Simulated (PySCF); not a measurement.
## Electronic structure of C$_{4}$H$_{11}$FO$_{2}$Si (SMILES CO[SiH](OC)[C@H](C)F) in real space

Input file:

```
{"job": {"kind": "nmr", "xc": "PBE0", "basis": "pcSseg-1"}, "charge": 0, "multiplicity": 1}
C     -1.830629     2.087930     0.407540
O     -1.489324     0.785973     0.011648
Si    -0.246911    -0.146169     0.476220
O     -0.257180    -1.460440    -0.458630
C     -1.308650    -2.363198    -0.663913
C      1.448930     0.652696     0.081999
C      2.656648    -0.187166     0.455593
F      1.518397     1.863744     0.784773
H     -0.942297     2.705954     0.537730
H     -2.383620     2.059711     1.348677
H     -2.463061     2.516823    -0.370381
H     -0.340755    -0.450127     1.906618
H     -2.234117    -1.833259    -0.890696
H     -1.036828    -3.005083    -1.502120
H     -1.460612    -2.974863     0.227670
H      1.517514     0.948555    -0.972167
H      2.618107    -1.119430    -0.098517
H      2.643105    -0.409565     1.519265
H      3.581480     0.337165     0.221557
```

Command:

```sh
OMP_NUM_THREADS=1 python probes_run.py task.json out
```

Geometry: GFN2-xTB.

These are results of PBE0/pcSseg-1, SCF density, gas phase, non-relativistic in PySCF 2.14.0, not measurements.

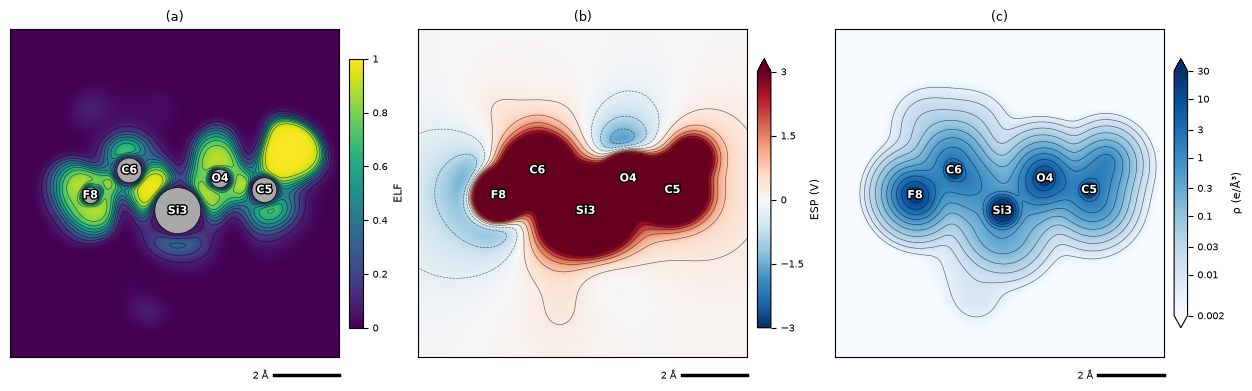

Figure 1. (a) ELF; (b) molecular electrostatic potential; (c) total electron density on the plane of atoms O4, Si3 and C6. Grey discs cover the atomic cores in the ELF map.

Interpret the plot.

The plane passes through Si, O, C and F nuclei.
C–O (1.40 Å): ρ is about 2 e/Å³ halfway, with its minimum of 1.7 e/Å³ about 0.5 Å from C; the ELF peaks at about 0.90 between the atoms, as expected for a polar covalent bond.
C–F (1.40 Å): ρ at the midpoint is about 1.9 e/Å³, with its minimum of 1.5 e/Å³ about 0.5 Å from C; the ELF peaks at about 0.85 between the atoms: a polar covalent bond.
Si–O (1.61 Å): the density is about 1.2 e/Å³ at the midpoint; the ELF peaks at about 0.85 between the atoms; a polar covalent bond.
C–Si (1.92 Å): ρ at the midpoint is about 0.97 e/Å³; the ELF peaks at about 1 between the atoms; a covalent bond.
The ELF also peaks beside F8 and O4, away from the bonds: lone-pair regions.
Outside the dense part of the molecule the potential is most negative (−1.6 V) near O4.

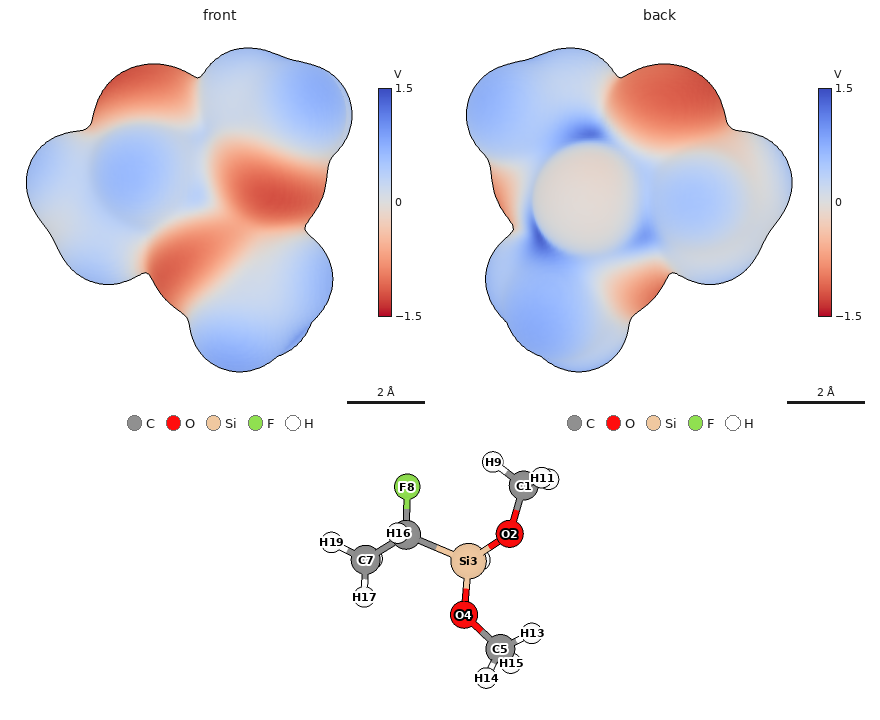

Figure 2. The electrostatic potential painted on the density surface at 0.002 e/bohr³, seen from the front and from behind; the colour scale runs from red (negative) to blue (positive). The bare structure is drawn below in the same view.

Which sites attract a positive test charge, and which a negative one?

A positive charge is drawn to the negative regions and a negative charge to the positive ones. The most negative region (about −1.2 V, or −28 kcal/mol for a unit charge) lies over O2 and F8, the most positive (about +1.1 V, or +25 kcal/mol for a unit charge) over Si3.

What dipole moment does the calculation give?

Its dipole moment is 1.44 D.
